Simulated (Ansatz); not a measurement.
```xyz
6
charge 0, multiplicity 1
Ga   -0.3725   -0.1123   -0.6799
F     0.4330   -0.1450    1.5231
H     0.0027   -1.5865   -1.0545
H    -1.8473    0.2999   -0.3493
H     1.0765    0.5182    1.4507
H     0.7077    1.0259   -0.8901
```

What structure does this define?

It has 6 atoms: 1 fluorine, 1 gallium and 4 hydrogen (FGaH₄). Judged by distances it falls into 2 fragments: GaH3, HF. This geometry has Cs symmetry. Coordination: 1 Ga trigonal planar.

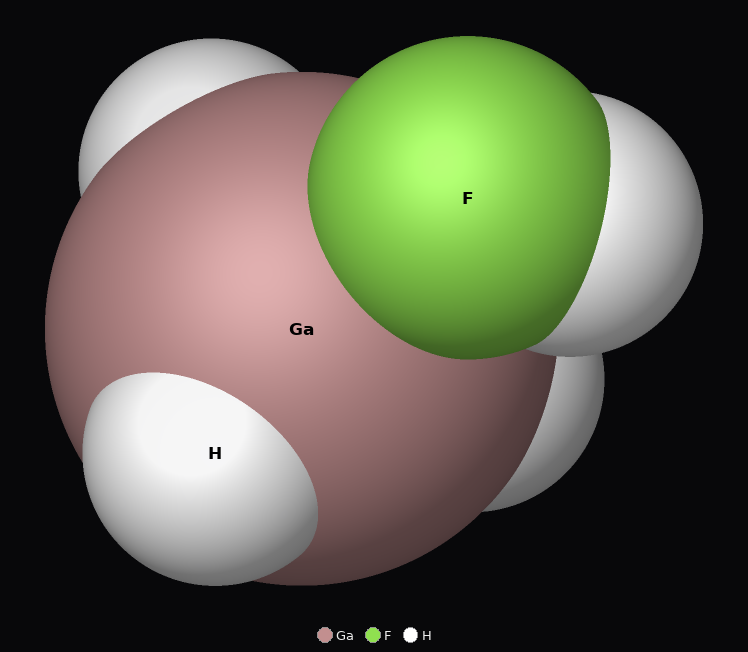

(Drawn from a calculation with Ansatz.)
